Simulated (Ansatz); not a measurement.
## Molecular dynamics, with input and output: SiH2Cl2 (part 1 of 3)

The run: molecular dynamics of SiH2Cl2. Method and program: RKS PBE0-D4/def2-SVP (Ansatz 0.2.0).

It belongs to a series of runs on one base structure; here: dynamics from the highest image of the converged band. Figures and captions count atoms from 1; the log counts them from 0 in places.

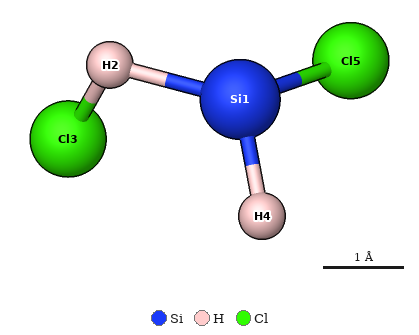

Figure 1. The input geometry (ball-and-stick view, seen at a tilt; atoms are numbered from 1 in the order of the input).

The input:
```yaml
crystal:
  periodic: [false, false, false]
  atoms:
    - { symbol: Si, position_ang: [-0.445957, 0.010852, 0.362988] }
    - { symbol: H, position_ang: [0.898583, -0.040467, 1.410433] }
    - { symbol: Cl, position_ang: [2.11641, 0.022146, 0.53281] }
    - { symbol: H, position_ang: [-0.458856, 1.12296, -0.652911] }
    - { symbol: Cl, position_ang: [-0.873981, -1.662192, -0.778418] }
basis:
  gaussian: { orbitals: def2-SVP }
hamiltonian:
  xc: pbe0
  dispersion: d4
md:
  timestep: 0.5
  n_steps: 200
  ensemble: nve
  temperature: 100.0
  initial_velocities: maxwell_boltzmann
  seed: 11546
```

Run as:
```bash
ansatz run input.yaml --threads 1 --pin off --max-ram 2048MiB --backend cpu --events-out ev --progress --plain --runs-dir out
```

The program's output:
```
Engine: ansatz 0.2.0, aarch64-unknown-linux-gnu
Functional definition: PBE0
  parameter a = 0.25
  parameter kappa = 0.804
  parameter beta = 0.06672455060314922
  exchange = (1 - a)*pbe_x(kappa = kappa, mu = beta*pi^2/3) + a*exact_x
  correlation = pbe_c(beta = beta)
629 factors; integrals over basis functions are off by at most 2.5e-4 eV
mean field evaluation 1: about -32932.6925 eV, gradient 1.1e1 eV
mean field evaluation 2: about -32932.5124 eV, gradient 1.4e1 eV
mean field evaluation 4: about -32933.0688 eV, gradient 6.4e-1 eV
mean field evaluation 8: about -32933.0704 eV, gradient 5.6e-3 eV
mean field -32933.07038744 eV, -1210.2680139016 hartree, gradient 2.2e-5 eV, S^2 0.000000; 0 other end points of the search recorded, 0 dependent functions left out
the calculation of the forces begins
reference -32933.07040656 eV, -1210.2680146041 hartree; 25, 25 occupied and 39, 39 virtual orbitals, 629 factors
md step     0: t =     0.00 fs  T =   100.0 K  F+E_penalty+E_count = -32933.17776143 eV  E_kin = 0.038778 eV  conserved = -32933.13898343 eV  (23 SCF iters)
these checks for a lower state are left out or cut short: starts, cluster_reference, orbital_swaps, neighbouring_geometries, increment
629 factors; integrals over basis functions are off by at most 2.5e-4 eV
mean field evaluation 16: about -32933.0695 eV, gradient 3.0e-1 eV
mean field -32933.06974518 eV, -1210.2679902989 hartree, gradient 2.2e-5 eV, S^2 0.000000; 0 other end points of the search recorded, 0 dependent functions left out
the calculation of the forces begins
reference -32933.06976428 eV, -1210.2679910010 hartree; 25, 25 occupied and 39, 39 virtual orbitals, 629 factors
md step     1: t =     0.50 fs  T =    98.3 K  F+E_penalty+E_count = -32933.17711101 eV  E_kin = 0.038130 eV  conserved = -32933.13898060 eV  (21 SCF iters)
[... from here on the SCF iterations and repeated set-up lines of each step are left out, up to the last step ...]
md step     2: t =     1.00 fs  T =    93.4 K  F+E_penalty+E_count = -32933.17519625 eV  E_kin = 0.036232 eV  conserved = -32933.13896413 eV  (21 SCF iters)
md step     3: t =     1.50 fs  T =    86.0 K  F+E_penalty+E_count = -32933.17229117 eV  E_kin = 0.033355 eV  conserved = -32933.13893584 eV  (21 SCF iters)
md step     4: t =     2.00 fs  T =    77.2 K  F+E_penalty+E_count = -32933.16885307 eV  E_kin = 0.029953 eV  conserved = -32933.13890027 eV  (21 SCF iters)
md step     5: t =     2.50 fs  T =    68.6 K  F+E_penalty+E_count = -32933.16544978 eV  E_kin = 0.026586 eV  conserved = -32933.13886410 eV  (21 SCF iters)
md step     6: t =     3.00 fs  T =    61.4 K  F+E_penalty+E_count = -32933.16265459 eV  E_kin = 0.023820 eV  conserved = -32933.13883471 eV  (22 SCF iters)
md step     7: t =     3.50 fs  T =    57.0 K  F+E_penalty+E_count = -32933.16093069 eV  E_kin = 0.022112 eV  conserved = -32933.13881859 eV  (19 SCF iters)
md step     8: t =     4.00 fs  T =    56.0 K  F+E_penalty+E_count = -32933.16053276 eV  E_kin = 0.021714 eV  conserved = -32933.13881915 eV  (19 SCF iters)
md step     9: t =     4.50 fs  T =    58.3 K  F+E_penalty+E_count = -32933.16145353 eV  E_kin = 0.022618 eV  conserved = -32933.13883596 eV  (19 SCF iters)
md step    10: t =     5.00 fs  T =    63.3 K  F+E_penalty+E_count = -32933.16342975 eV  E_kin = 0.024565 eV  conserved = -32933.13886492 eV  (22 SCF iters)
md step    11: t =     5.50 fs  T =    69.9 K  F+E_penalty+E_count = -32933.16600566 eV  E_kin = 0.027106 eV  conserved = -32933.13889925 eV  (22 SCF iters)
md step    12: t =     6.00 fs  T =    76.6 K  F+E_penalty+E_count = -32933.16863636 eV  E_kin = 0.029705 eV  conserved = -32933.13893172 eV  (22 SCF iters)
md step    13: t =     6.50 fs  T =    82.1 K  F+E_penalty+E_count = -32933.17080189 eV  E_kin = 0.031846 eV  conserved = -32933.13895606 eV  (22 SCF iters)
md step    14: t =     7.00 fs  T =    85.5 K  F+E_penalty+E_count = -32933.17210614 eV  E_kin = 0.033138 eV  conserved = -32933.13896833 eV  (22 SCF iters)
md step    15: t =     7.50 fs  T =    86.1 K  F+E_penalty+E_count = -32933.17234085 eV  E_kin = 0.033373 eV  conserved = -32933.13896779 eV  (22 SCF iters)
md step    16: t =     8.00 fs  T =    83.9 K  F+E_penalty+E_count = -32933.17150528 eV  E_kin = 0.032551 eV  conserved = -32933.13895456 eV  (22 SCF iters)
md step    17: t =     8.50 fs  T =    79.6 K  F+E_penalty+E_count = -32933.16979299 eV  E_kin = 0.030861 eV  conserved = -32933.13893232 eV  (22 SCF iters)
md step    18: t =     9.00 fs  T =    73.9 K  F+E_penalty+E_count = -32933.16754434 eV  E_kin = 0.028640 eV  conserved = -32933.13890479 eV  (23 SCF iters)
md step    19: t =     9.50 fs  T =    67.9 K  F+E_penalty+E_count = -32933.16518788 eV  E_kin = 0.026312 eV  conserved = -32933.13887593 eV  (23 SCF iters)
md step    20: t =    10.00 fs  T =    62.7 K  F+E_penalty+E_count = -32933.16317661 eV  E_kin = 0.024328 eV  conserved = -32933.13884911 eV  (23 SCF iters)
md step    21: t =    10.50 fs  T =    59.6 K  F+E_penalty+E_count = -32933.16193082 eV  E_kin = 0.023103 eV  conserved = -32933.13882779 eV  (24 SCF iters)
md step    22: t =    11.00 fs  T =    59.2 K  F+E_penalty+E_count = -32933.16178871 eV  E_kin = 0.022975 eV  conserved = -32933.13881379 eV  (23 SCF iters)
md step    23: t =    11.50 fs  T =    62.3 K  F+E_penalty+E_count = -32933.16297314 eV  E_kin = 0.024165 eV  conserved = -32933.13880831 eV  (22 SCF iters)
md step    24: t =    12.00 fs  T =    69.0 K  F+E_penalty+E_count = -32933.16557162 eV  E_kin = 0.026760 eV  conserved = -32933.13881162 eV  (22 SCF iters)
md step    25: t =    12.50 fs  T =    79.2 K  F+E_penalty+E_count = -32933.16953184 eV  E_kin = 0.030709 eV  conserved = -32933.13882307 eV  (22 SCF iters)
md step    26: t =    13.00 fs  T =    92.4 K  F+E_penalty+E_count = -32933.17467312 eV  E_kin = 0.035832 eV  conserved = -32933.13884126 eV  (22 SCF iters)
md step    27: t =    13.50 fs  T =   107.9 K  F+E_penalty+E_count = -32933.18071254 eV  E_kin = 0.041849 eV  conserved = -32933.13886307 eV  (22 SCF iters)
md step    28: t =    14.00 fs  T =   124.9 K  F+E_penalty+E_count = -32933.18730951 eV  E_kin = 0.048424 eV  conserved = -32933.13888521 eV  (24 SCF iters)
md step    29: t =    14.50 fs  T =   142.4 K  F+E_penalty+E_count = -32933.19412260 eV  E_kin = 0.055219 eV  conserved = -32933.13890339 eV  (24 SCF iters)
md step    30: t =    15.00 fs  T =   159.8 K  F+E_penalty+E_count = -32933.20087812 eV  E_kin = 0.061966 eV  conserved = -32933.13891243 eV  (24 SCF iters)
md step    31: t =    15.50 fs  T =   176.7 K  F+E_penalty+E_count = -32933.20744580 eV  E_kin = 0.068537 eV  conserved = -32933.13890899 eV  (24 SCF iters)
md step    32: t =    16.00 fs  T =   193.4 K  F+E_penalty+E_count = -32933.21390323 eV  E_kin = 0.075014 eV  conserved = -32933.13888939 eV  (24 SCF iters)
md step    33: t =    16.50 fs  T =   210.8 K  F+E_penalty+E_count = -32933.22058540 eV  E_kin = 0.081733 eV  conserved = -32933.13885261 eV  (24 SCF iters)
md step    34: t =    17.00 fs  T =   230.3 K  F+E_penalty+E_count = -32933.22809752 eV  E_kin = 0.089297 eV  conserved = -32933.13880053 eV  (23 SCF iters)
md step    35: t =    17.50 fs  T =   254.1 K  F+E_penalty+E_count = -32933.23728285 eV  E_kin = 0.098545 eV  conserved = -32933.13873786 eV  (23 SCF iters)
md step    36: t =    18.00 fs  T =   284.9 K  F+E_penalty+E_count = -32933.24914468 eV  E_kin = 0.110472 eV  conserved = -32933.13867233 eV  (23 SCF iters)
md step    37: t =    18.50 fs  T =   325.2 K  F+E_penalty+E_count = -32933.26473157 eV  E_kin = 0.126120 eV  conserved = -32933.13861164 eV  (24 SCF iters)
md step    38: t =    19.00 fs  T =   377.7 K  F+E_penalty+E_count = -32933.28501574 eV  E_kin = 0.146454 eV  conserved = -32933.13856218 eV  (24 SCF iters)
md step    39: t =    19.50 fs  T =   444.2 K  F+E_penalty+E_count = -32933.31079489 eV  E_kin = 0.172268 eV  conserved = -32933.13852718 eV  (24 SCF iters)
md step    40: t =    20.00 fs  T =   526.4 K  F+E_penalty+E_count = -32933.34264727 eV  E_kin = 0.204142 eV  conserved = -32933.13850546 eV  (24 SCF iters)
md step    41: t =    20.50 fs  T =   625.3 K  F+E_penalty+E_count = -32933.38095386 eV  E_kin = 0.242462 eV  conserved = -32933.13849161 eV  (24 SCF iters, 3 dispersion substeps)
md step    42: t =    21.00 fs  T =   741.4 K  F+E_penalty+E_count = -32933.42597979 eV  E_kin = 0.287501 eV  conserved = -32933.13847893 eV  (24 SCF iters, 3 dispersion substeps)
md step    43: t =    21.50 fs  T =   875.6 K  F+E_penalty+E_count = -32933.47798518 eV  E_kin = 0.339524 eV  conserved = -32933.13846139 eV  (24 SCF iters, 3 dispersion substeps)
md step    44: t =    22.00 fs  T =  1028.7 K  F+E_penalty+E_count = -32933.53732535 eV  E_kin = 0.398890 eV  conserved = -32933.13843534 eV  (24 SCF iters, 3 dispersion substeps)
md step    45: t =    22.50 fs  T =  1202.0 K  F+E_penalty+E_count = -32933.60450854 eV  E_kin = 0.466105 eV  conserved = -32933.13840403 eV  (24 SCF iters, 3 dispersion substeps)
md step    46: t =    23.00 fs  T =  1397.2 K  F+E_penalty+E_count = -32933.68017538 eV  E_kin = 0.541801 eV  conserved = -32933.13837408 eV  (24 SCF iters, 3 dispersion substeps)
md step    47: t =    23.50 fs  T =  1616.0 K  F+E_penalty+E_count = -32933.76500562 eV  E_kin = 0.626648 eV  conserved = -32933.13835721 eV  (24 SCF iters, 3 dispersion substeps)
md step    48: t =    24.00 fs  T =  1859.8 K  F+E_penalty+E_count = -32933.85955468 eV  E_kin = 0.721186 eV  conserved = -32933.13836841 eV  (24 SCF iters, 3 dispersion substeps)
md step    49: t =    24.50 fs  T =  2129.1 K  F+E_penalty+E_count = -32933.96404489 eV  E_kin = 0.825621 eV  conserved = -32933.13842421 eV  (24 SCF iters, 3 dispersion substeps)
md step    50: t =    25.00 fs  T =  2423.0 K  F+E_penalty+E_count = -32934.07813977 eV  E_kin = 0.939602 eV  conserved = -32933.13853758 eV  (23 SCF iters, 3 dispersion substeps)
md step    51: t =    25.50 fs  T =  2738.8 K  F+E_penalty+E_count = -32934.20075736 eV  E_kin = 1.062042 eV  conserved = -32933.13871584 eV  (23 SCF iters, 3 dispersion substeps)
md step    52: t =    26.00 fs  T =  3071.4 K  F+E_penalty+E_count = -32934.32996806 eV  E_kin = 1.191009 eV  conserved = -32933.13895875 eV  (23 SCF iters, 3 dispersion substeps)
md step    53: t =    26.50 fs  T =  3413.6 K  F+E_penalty+E_count = -32934.46299958 eV  E_kin = 1.323742 eV  conserved = -32933.13925746 eV  (23 SCF iters, 3 dispersion substeps)
md step    54: t =    27.00 fs  T =  3756.7 K  F+E_penalty+E_count = -32934.59636903 eV  E_kin = 1.456780 eV  conserved = -32933.13958920 eV  (23 SCF iters, 3 dispersion substeps)
md step    55: t =    27.50 fs  T =  4090.6 K  F+E_penalty+E_count = -32934.72616380 eV  E_kin = 1.586235 eV  conserved = -32933.13992904 eV  (23 SCF iters, 3 dispersion substeps)
md step    56: t =    28.00 fs  T =  4404.9 K  F+E_penalty+E_count = -32934.84838558 eV  E_kin = 1.708136 eV  conserved = -32933.14024917 eV  (23 SCF iters, 3 dispersion substeps)
md step    57: t =    28.50 fs  T =  4690.3 K  F+E_penalty+E_count = -32934.95931975 eV  E_kin = 1.818795 eV  conserved = -32933.14052517 eV  (22 SCF iters, 3 dispersion substeps)
md step    58: t =    29.00 fs  T =  4938.7 K  F+E_penalty+E_count = -32935.05586077 eV  E_kin = 1.915122 eV  conserved = -32933.14073903 eV  (22 SCF iters, 3 dispersion substeps)
md step    59: t =    29.50 fs  T =  5144.3 K  F+E_penalty+E_count = -32935.13574401 eV  E_kin = 1.994862 eV  conserved = -32933.14088169 eV  (22 SCF iters, 3 dispersion substeps)
md step    60: t =    30.00 fs  T =  5303.8 K  F+E_penalty+E_count = -32935.19766216 eV  E_kin = 2.056710 eV  conserved = -32933.14095175 eV  (22 SCF iters, 3 dispersion substeps)
md step    61: t =    30.50 fs  T =  5416.2 K  F+E_penalty+E_count = -32935.24126622 eV  E_kin = 2.100311 eV  conserved = -32933.14095481 eV  (22 SCF iters, 3 dispersion substeps)
md step    62: t =    31.00 fs  T =  5482.9 K  F+E_penalty+E_count = -32935.26707050 eV  E_kin = 2.126169 eV  conserved = -32933.14090185 eV  (22 SCF iters, 3 dispersion substeps)
md step    63: t =    31.50 fs  T =  5506.9 K  F+E_penalty+E_count = -32935.27628874 eV  E_kin = 2.135481 eV  conserved = -32933.14080803 eV  (24 SCF iters, 3 dispersion substeps)
md step    64: t =    32.00 fs  T =  5492.7 K  F+E_penalty+E_count = -32935.27062811 eV  E_kin = 2.129940 eV  conserved = -32933.14068803 eV  (28 SCF iters, 3 dispersion substeps)
md step    65: t =    32.50 fs  T =  5445.2 K  F+E_penalty+E_count = -32935.25208318 eV  E_kin = 2.111526 eV  conserved = -32933.14055709 eV  (28 SCF iters, 3 dispersion substeps)
md step    66: t =    33.00 fs  T =  5369.8 K  F+E_penalty+E_count = -32935.22274007 eV  E_kin = 2.082314 eV  conserved = -32933.14042628 eV  (29 SCF iters, 3 dispersion substeps)
md step    67: t =    33.50 fs  T =  5271.8 K  F+E_penalty+E_count = -32935.18461710 eV  E_kin = 2.044313 eV  conserved = -32933.14030370 eV  (29 SCF iters, 3 dispersion substeps)
md step    68: t =    34.00 fs  T =  5155.9 K  F+E_penalty+E_count = -32935.13955976 eV  E_kin = 1.999367 eV  conserved = -32933.14019259 eV  (29 SCF iters, 3 dispersion substeps)
md step    69: t =    34.50 fs  T =  5026.3 K  F+E_penalty+E_count = -32935.08920094 eV  E_kin = 1.949108 eV  conserved = -32933.14009312 eV  (29 SCF iters, 3 dispersion substeps)
md step    70: t =    35.00 fs  T =  4886.7 K  F+E_penalty+E_count = -32935.03497115 eV  E_kin = 1.894969 eV  conserved = -32933.14000257 eV  (29 SCF iters, 3 dispersion substeps)
md step    71: t =    35.50 fs  T =  4740.4 K  F+E_penalty+E_count = -32934.97814344 eV  E_kin = 1.838224 eV  conserved = -32933.13991926 eV  (29 SCF iters, 3 dispersion substeps)
md step    72: t =    36.00 fs  T =  4590.3 K  F+E_penalty+E_count = -32934.91987634 eV  E_kin = 1.780036 eV  conserved = -32933.13984065 eV  (28 SCF iters, 3 dispersion substeps)
md step    73: t =    36.50 fs  T =  4439.3 K  F+E_penalty+E_count = -32934.86124960 eV  E_kin = 1.721483 eV  conserved = -32933.13976642 eV  (28 SCF iters, 3 dispersion substeps)
md step    74: t =    37.00 fs  T =  4290.0 K  F+E_penalty+E_count = -32934.80327457 eV  E_kin = 1.663577 eV  conserved = -32933.13969780 eV  (27 SCF iters, 3 dispersion substeps)
md step    75: t =    37.50 fs  T =  4144.7 K  F+E_penalty+E_count = -32934.74687837 eV  E_kin = 1.607241 eV  conserved = -32933.13963741 eV  (28 SCF iters, 3 dispersion substeps)
md step    76: t =    38.00 fs  T =  4005.6 K  F+E_penalty+E_count = -32934.69286592 eV  E_kin = 1.553277 eV  conserved = -32933.13958942 eV  (29 SCF iters, 3 dispersion substeps)
md step    77: t =    38.50 fs  T =  3874.1 K  F+E_penalty+E_count = -32934.64186807 eV  E_kin = 1.502311 eV  conserved = -32933.13955725 eV  (28 SCF iters, 3 dispersion substeps)
md step    78: t =    39.00 fs  T =  3751.5 K  F+E_penalty+E_count = -32934.59429670 eV  E_kin = 1.454752 eV  conserved = -32933.13954439 eV  (28 SCF iters, 3 dispersion substeps)
md step    79: t =    39.50 fs  T =  3638.0 K  F+E_penalty+E_count = -32934.55030810 eV  E_kin = 1.410753 eV  conserved = -32933.13955491 eV  (28 SCF iters, 3 dispersion substeps)
md step    80: t =    40.00 fs  T =  3533.3 K  F+E_penalty+E_count = -32934.50975194 eV  E_kin = 1.370160 eV  conserved = -32933.13959223 eV  (24 SCF iters, 3 dispersion substeps)
md step    81: t =    40.50 fs  T =  3436.1 K  F+E_penalty+E_count = -32934.47210191 eV  E_kin = 1.332444 eV  conserved = -32933.13965741 eV  (28 SCF iters, 3 dispersion substeps)
md step    82: t =    41.00 fs  T =  3343.9 K  F+E_penalty+E_count = -32934.43642698 eV  E_kin = 1.296681 eV  conserved = -32933.13974569 eV  (28 SCF iters, 3 dispersion substeps)
md step    83: t =    41.50 fs  T =  3253.5 K  F+E_penalty+E_count = -32934.40148869 eV  E_kin = 1.261646 eV  conserved = -32933.13984267 eV  (28 SCF iters, 3 dispersion substeps)
md step    84: t =    42.00 fs  T =  3161.8 K  F+E_penalty+E_count = -32934.36601291 eV  E_kin = 1.226092 eV  conserved = -32933.13992115 eV  (28 SCF iters, 3 dispersion substeps)
md step    85: t =    42.50 fs  T =  3066.7 K  F+E_penalty+E_count = -32934.32915230 eV  E_kin = 1.189211 eV  conserved = -32933.13994163 eV  (28 SCF iters, 3 dispersion substeps)
md step    86: t =    43.00 fs  T =  2968.8 K  F+E_penalty+E_count = -32934.29111601 eV  E_kin = 1.151258 eV  conserved = -32933.13985827 eV  (28 SCF iters, 3 dispersion substeps)
md step    87: t =    43.50 fs  T =  2873.3 K  F+E_penalty+E_count = -32934.25385863 eV  E_kin = 1.114226 eV  conserved = -32933.13963271 eV  (28 SCF iters, 3 dispersion substeps)
md step    88: t =    44.00 fs  T =  2791.1 K  F+E_penalty+E_count = -32934.22159255 eV  E_kin = 1.082331 eV  conserved = -32933.13926131 eV  (28 SCF iters, 3 dispersion substeps)
md step    89: t =    44.50 fs  T =  2738.5 K  F+E_penalty+E_count = -32934.20073295 eV  E_kin = 1.061931 eV  conserved = -32933.13880242 eV  (28 SCF iters, 3 dispersion substeps)
md step    90: t =    45.00 fs  T =  2734.8 K  F+E_penalty+E_count = -32934.19888271 eV  E_kin = 1.060496 eV  conserved = -32933.13838630 eV  (27 SCF iters, 3 dispersion substeps)
md step    91: t =    45.50 fs  T =  2796.9 K  F+E_penalty+E_count = -32934.22276326 eV  E_kin = 1.084579 eV  conserved = -32933.13818390 eV  (27 SCF iters, 3 dispersion substeps)
```
